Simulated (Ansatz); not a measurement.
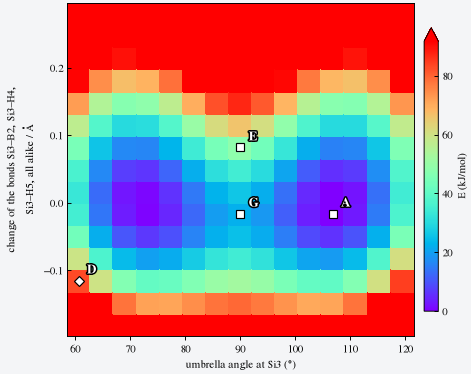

BH₂OSi, SMILES [O]B=[SiH2], spin multiplicity 2. The first coordinate is: umbrella angle at Si3 (between each of its bonds and their common axis; 90 is planar); the second: change of the bonds Si3–B2, Si3–H4, Si3–H5, all alike. Nothing is relaxed (all other coordinates rigid). The grid has 15 × 15 points. Points are written as (first, second). Energies are in kJ/mol, from the lowest grid point. All numbers below come from UHF/def2-TZVP in Ansatz 0.2.0.

Drawn: one coloured cell a grid point, one colour for all values above the top of the scale, lettered points.

Is G the lowest point of the computed grid?

Answer. No. G lies 22 kJ/mol above the lowest grid point, which is at (106.8°, −0.016 Å).

Rank the lettered points by energy, lowest first.

Answer. A (0 kJ/mol), G (22 kJ/mol), E (48 kJ/mol), D (83 kJ/mol).

What kind of point is each of A, E, G: minimum, saddle, maximum or slope?

Answer. A: minimum; E: on a slope; G: saddle point. (In these two coordinates alone; a stationary point may lie a little off the grid point.)
